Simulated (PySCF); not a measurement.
C$_{8}$H$_{8}$: NMR shielding calculation

- system: C$_{8}$H$_{8}$
- method: GIAO PBE0/pcSseg-1 NMR shielding, non-relativistic, gas phase (PySCF 2.14.0)

The geometry comes from this level: GFN2-xTB, MD frame at 250 fs, 600 K. It belongs to a series of runs on one base structure; here: MD frame at 250 fs, 600 K. Figures and captions count atoms from 1; the log counts them from 0 in places.

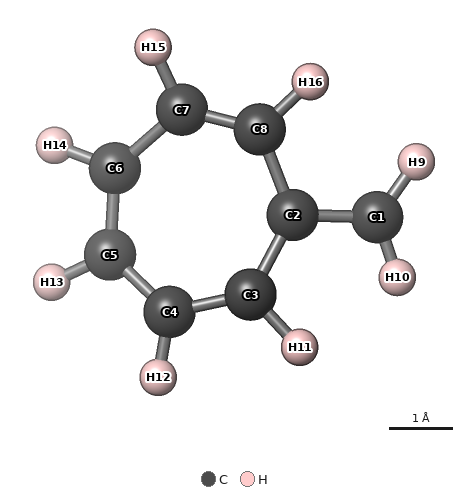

Fig. 1: The input geometry (ball-and-stick view, seen at an oblique angle; atoms are numbered from 1 in the order of the input). Bond lengths as drawn: C–C 1.29 to 1.49 Å and C–H 1.01 to 1.15 Å.

## Input
```
{"job": {"kind": "nmr", "xc": "PBE0", "basis": "pcSseg-1", "pop": false}, "charge": 0, "multiplicity": 1}
C     -3.039200     0.046100     0.258500
C     -1.710500    -0.182300     0.087900
C     -1.209400    -1.501400     0.451700
C      0.055100    -1.783500     0.840800
C      1.136900    -0.851100     0.921700
C      1.221200     0.343800     0.238300
C      0.246900     1.115600    -0.575300
C     -1.029700     0.925300    -0.585100
H     -3.548100     0.950800    -0.062700
H     -3.469500    -0.744800     0.722100
H     -2.092000    -2.187100     0.738800
H      0.114600    -2.695100     1.381200
H      2.027800    -1.217000     1.413700
H      2.242700     0.721900     0.433500
H      0.816700     1.884400    -1.116400
H     -1.745000     1.653000    -1.036800
```

The first line tells a small driver script what to run in PySCF; the rest is the geometry in Å.

Launch command:
```bash
OMP_NUM_THREADS=1 python <driver script> task.json out
```

## Log
```
coarse grid: 13648 points
cycle   1  E = -309.0488567625  dE =  1.295e+00  |g| = 3.884e-01  |ddm| = 3.916e+00
cycle   2  E = -309.0509997895  dE = -2.143e-03  |g| = 3.883e-01  |ddm| = 8.854e-01
cycle   3  E = -309.0906967122  dE = -3.970e-02  |g| = 8.582e-02  |ddm| = 4.522e-01
cycle   4  E = -309.0923207779  dE = -1.624e-03  |g| = 4.578e-02  |ddm| = 1.364e-01
cycle   5  E = -309.0929055025  dE = -5.847e-04  |g| = 8.587e-03  |ddm| = 5.261e-02
cycle   6  E = -309.0929187055  dE = -1.320e-05  |g| = 4.318e-03  |ddm| = 1.166e-02
cycle   7  E = -309.0929236917  dE = -4.986e-06  |g| = 5.876e-04  |ddm| = 4.588e-03
final grid: 132640 points
cycle   8  E = -309.1421880650  dE = -3.602e-05  |g| = 6.868e-03  |ddm| = 4.004e-02
cycle   9  E = -309.1421858712  dE =  2.194e-06  |g| = 7.514e-03  |ddm| = 1.669e-02
cycle  10  E = -309.1422007321  dE = -1.486e-05  |g| = 1.582e-03  |ddm| = 9.726e-03
cycle  11  E = -309.1422013488  dE = -6.168e-07  |g| = 2.669e-04  |ddm| = 1.598e-03
cycle  12  E = -309.1422013664  dE = -1.760e-08  |g| = 7.869e-05  |ddm| = 3.331e-04
cycle  13  E = -309.1422013677  dE = -1.231e-09  |g| = 4.532e-05  |ddm| = 1.268e-04
cycle  14  E = -309.1422013682  dE = -5.467e-10  |g| = 1.135e-05  |ddm| = 5.132e-05
```

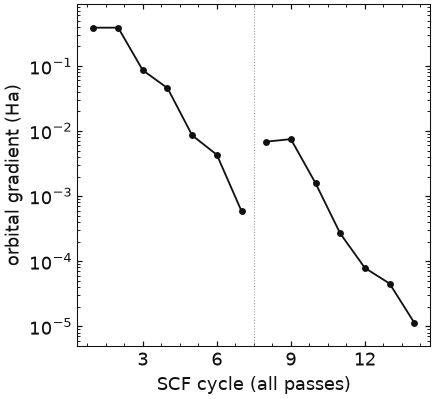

Fig. 2: Convergence of the self-consistent field: orbital gradient against the SCF cycle. The dotted line marks the change from a coarse to the final integration grid. The first 7 cycles use a coarse grid, the final grid takes over at cycle 8, and the field converges after 14 cycles in all.

```
converged SCF energy = -309.1422013682

GIAO shielding tensors (ppm)
atom      isotropic    diamagn.    paramagn.     s11        s22        s33       span
  0 C       55.386     251.833    -196.446    -45.448     79.014    132.593    178.041
  1 C       22.166     255.768    -233.601    -99.816     26.122    140.193    240.009
  2 C       28.294     252.682    -224.388    -69.040     36.300    117.623    186.663
  3 C       46.228     253.750    -207.523    -62.499     49.059    152.122    214.621
  4 C       41.209     255.981    -214.772    -79.011     58.752    143.886    222.898
  5 C       32.750     254.897    -222.148    -88.242     44.662    141.829    230.071
  6 C       59.654     252.555    -192.900    -31.683     59.135    151.511    183.194
  7 C       38.731     253.304    -214.572    -47.316     34.696    128.814    176.130
  8 H       26.146      30.884      -4.738     22.307     26.463     29.669      7.362
  9 H       27.961      33.140      -5.179     22.863     28.134     32.886     10.023
 10 H       24.309      29.727      -5.418     21.063     24.662     27.202      6.139
 11 H       26.502      29.962      -3.460     23.740     26.416     29.349      5.609
 12 H       25.641      30.737      -5.096     23.140     25.593     28.190      5.049
 13 H       25.269      30.189      -4.920     22.380     24.401     29.025      6.645
 14 H       25.900      29.877      -3.977     24.352     26.150     27.199      2.847
 15 H       24.872      31.929      -7.057     21.537     25.455     27.623      6.086
```

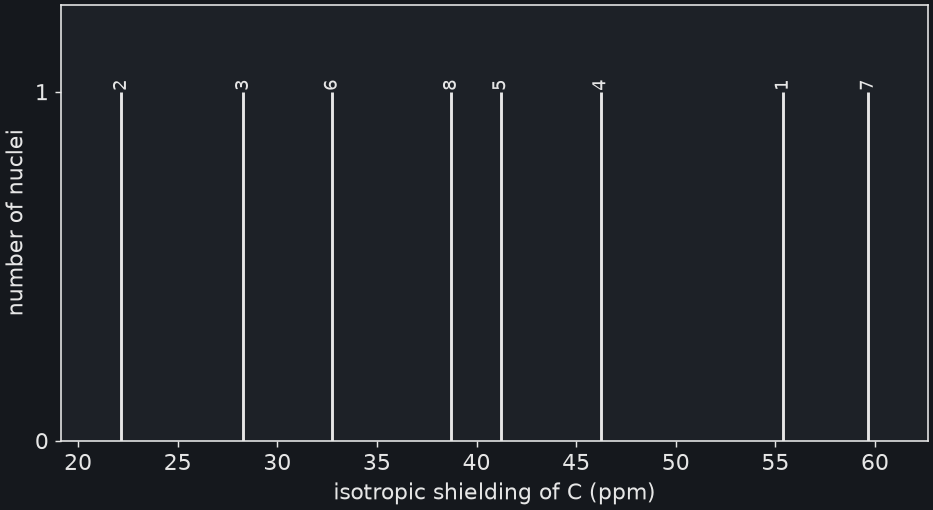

Fig. 3: Isotropic shieldings of the carbon nuclei in this fixed geometry, labelled by atom number; shielding grows to the right, so chemical shift grows to the left. The least shielded is C2 (22.2 ppm), the most shielded C7 (59.7 ppm).

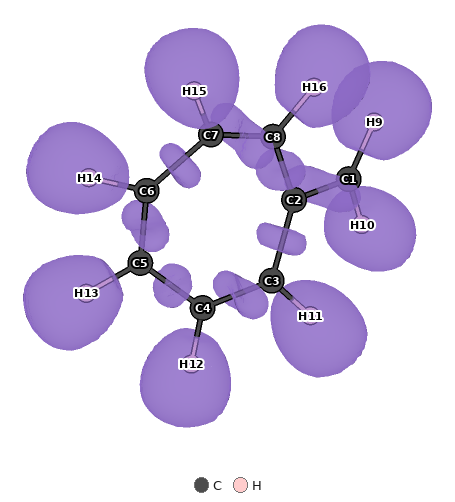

Fig. 4: Isosurface of the ELF at 0.85 (purple), seen at a tilt. Core shells and regions of very low density are left out. The ELF exceeds this value in eight regions between bonded C–C atoms (shared pairs) and eight regions around hydrogen nuclei. Profiles from the grid: C–C (1.29 Å): the ELF peaks at about 0.95 between the atoms (a multiple bond by its length, whose ELF region spreads away from the axis). C–H (1.01 Å): the ELF climbs to about 1 towards the hydrogen, as it does in any bond to H; a covalent bond by its length.

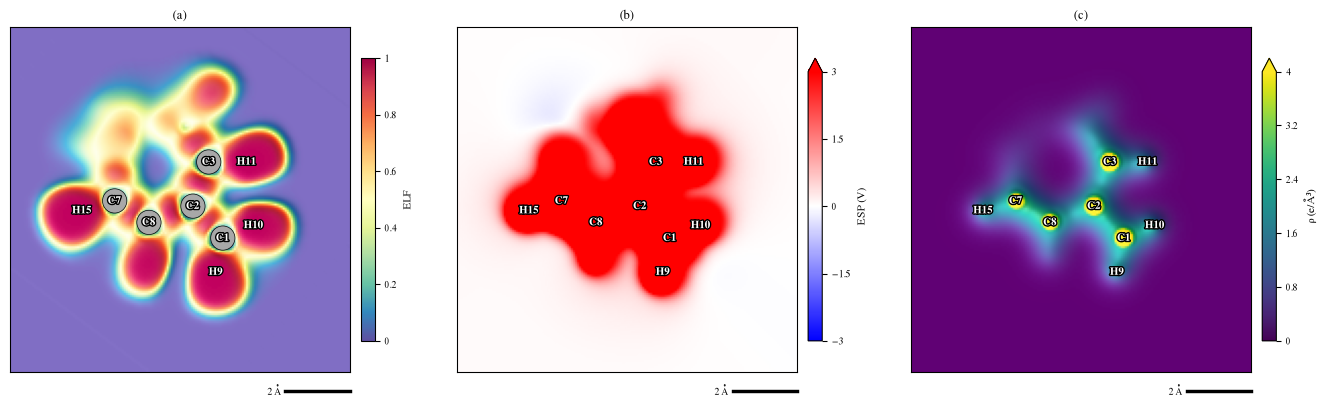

Fig. 5: (a) ELF; (b) electrostatic potential; (c) electron density on the plane of atoms C1, C2 and C3. Grey discs, where drawn, cover atomic cores. The section cuts through C and H sites. C–C (1.29 Å): ρ at the midpoint is about 2.5 e/Å³; the ELF peaks at about 0.95 between the atoms; a multiple bond by its length, whose ELF region spreads away from the axis. C–C (1.36 Å): ρ at the midpoint is about 2.2 e/Å³; the ELF peaks at about 0.95 between the atoms (a double or triple bond). C–C (1.46 Å): ρ is about 1.8 e/Å³ halfway; the ELF peaks at about 0.95 between the atoms, which marks localised, shared-pair bonding.

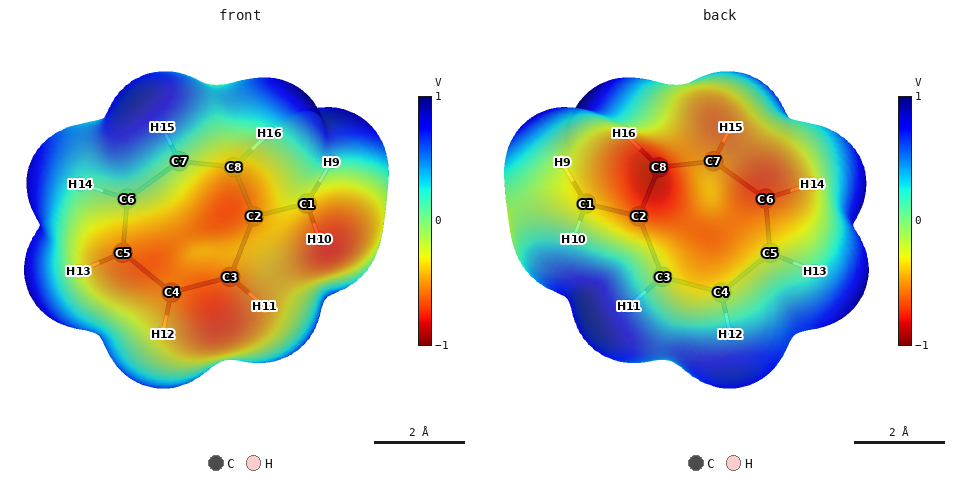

Fig. 6: The electrostatic potential painted on the density surface at 0.002 e/bohr³, seen at a tilt and from behind; red is negative and blue positive. A positive charge is drawn to the negative regions and a negative charge to the positive ones. Its dipole moment is 0.62 D.

## Summary

```csv
quantity,value
outcome,converged
total energy,−309.142201 hartree
HOMO,−5.58 eV
LUMO,−1.81 eV
dipole moment,0.62 D
"isotropic shielding, C",22.2 to 59.7 ppm
"isotropic shielding, H",24.3 to 28.0 ppm
hardware,"1 CPU thread, shared host"
wall time,83 s
peak memory,0.79 GiB
```
